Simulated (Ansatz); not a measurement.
Reaction (SMILES): F[C]=C → 2 C atom + F atom + 2 H atom
B3LYP-D3(BJ)/def2-TZVP geometries, fixed; electronic energies without zero-point terms.

Basis-set convergence of the atomisation energy at HF with Ansatz (a first-principles code). Cartesian d functions, on some or all atoms, in 6-31G*; all else is spherical. An unrestricted Hartree-Fock determinant is markedly spin-contaminated. Open shells are unrestricted. No added dispersion term, no relativity. Functions are those of the species that has most. Reference: the value in aug-pcseg-3, 327.41 kcal/mol, itself unsure by roughly 0.99 kcal/mol (its mean distance from aug-cc-pVQZ, cc-pV5Z, def2-QZVPPD). Deviations are taken from unrounded values.

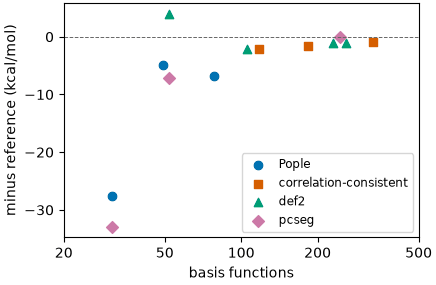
Figure: Deviation from the reference against the number of basis functions, by family of sets.

```tsv
basis	functions	atomisation energy (kcal/mol)	minus reference (kcal/mol)
3-21G	31	299.79	-27.62
pcseg-0	31	294.50	-32.91
6-31G*	49	322.47	-4.93
def2-SVP	52	331.34	3.94
pcseg-1	52	320.21	-7.20
6-311+G**	78	320.55	-6.85
def2-TZVP	105	325.23	-2.18
cc-pVTZ	118	325.33	-2.07
aug-cc-pVTZ	184	325.73	-1.68
def2-QZVPP	231	326.33	-1.08
pcseg-3	246	327.36	-0.05
def2-QZVPPD	258	326.34	-1.06
aug-cc-pVQZ	332	326.43	-0.98
```
